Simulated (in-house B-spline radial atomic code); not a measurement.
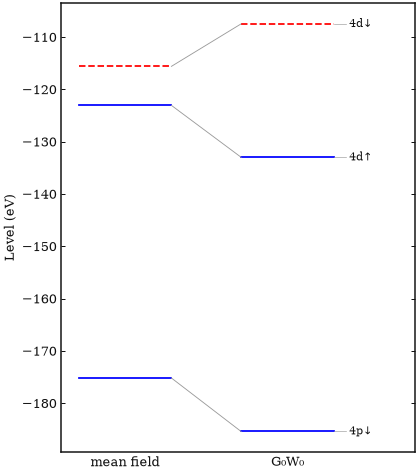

Mean-field and G₀W₀ levels (solid occupied, dashed empty) for Cd⁷⁺ ([Kr] 4d⁵). All-electron spherical atom, non-relativistic, SCAN start, no spin-orbit coupling, Breit or QED terms; computed with a B-spline radial code. The quasi-particle equation is solved at full frequency; levels of low quasi-particle weight Z are left out.

Q: Give the quasi-particle levels and their parts.

A: G₀W₀ moves the highest occupied level, 4d↑, from −123.06 to −132.97 eV (renormalisation factor Z = 0.97). The empty level 4d↓ goes from −115.59 to −107.47 eV.

```tsv
Level	Mean field (eV)	Σx − vxc (eV)	Σc (eV)	Z	G₀W₀ (eV)
4d↓	−115.59	12.08	−3.96	0.97	−107.47
4d↑	−123.06	−9.87	−0.05	0.97	−132.97
4p↓	−175.18	−9.75	−0.47	0.96	−185.40
```
